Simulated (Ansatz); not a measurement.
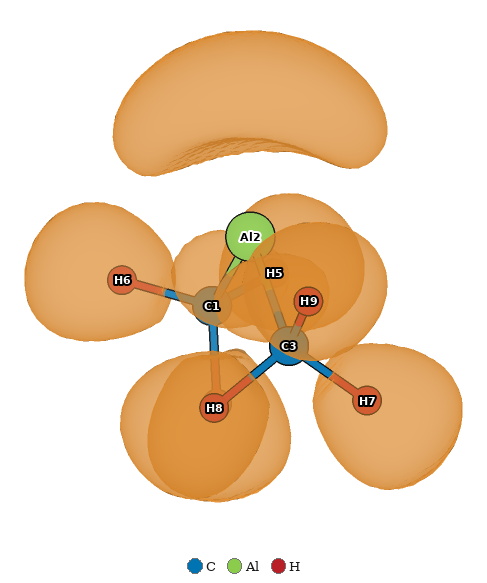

The picture shows: C2H6Al (doublet). Isosurface of the electron localisation function at 0.85 (orange), seen at an oblique angle. Only the valence region is drawn (cores and ρ < 0.01 e/Å³ removed).

Geometry: PBE0-D4/def2-TZVP.

All numbers below come from UKS PBE0-D4/def2-TZVPP in Ansatz.

Input

```
crystal:
  periodic: [false, false, false]
  atoms:
    - {symbol: C, position_ang: [-0.810682, 1.130628, -0.941489]}
    - {symbol: Al, position_ang: [0.730955, 0.705543, 0.211938]}
    - {symbol: C, position_ang: [0.877252, -1.111394, 0.957803]}
    - {symbol: H, position_ang: [-1.467824, 0.264482, -1.069024]}
    - {symbol: H, position_ang: [-0.481864, 1.460855, -1.931942]}
    - {symbol: H, position_ang: [-1.401501, 1.950049, -0.519741]}
    - {symbol: H, position_ang: [0.915286, -1.838213, 0.137403]}
    - {symbol: H, position_ang: [-0.021771, -1.337921, 1.543504]}
    - {symbol: H, position_ang: [1.748748, -1.270329, 1.594450]}
basis:
  gaussian: {orbitals: def2-TZVPP}
magnetization: {spin_polarized: true, initial_magnetization: 1}
hamiltonian: {xc: pbe0, dispersion: d4}
output: {orbitals: {seedname: orbitals}}
```

Command:

```sh
ansatz run in.yaml --threads 2 --pin off --events-out ev --progress --plain --max-ram 32768MiB --backend cpu
```

**What do the ELF domains correspond to?**

The surface consists of two regions between bonded Al–C atoms (shared pairs), six regions around hydrogen nuclei and one lobe on Al, pointing away from the bonds (non-bonding electrons). Along the contacts the grid gives the following. C–Al (1.97 Å): the ELF peaks at about 0.95 between the atoms: a shared but strongly polarised pair. C–H (1.09 Å): the ELF climbs to about 1 towards the hydrogen, as it does in any bond to H: an ordinary covalent bond to hydrogen.
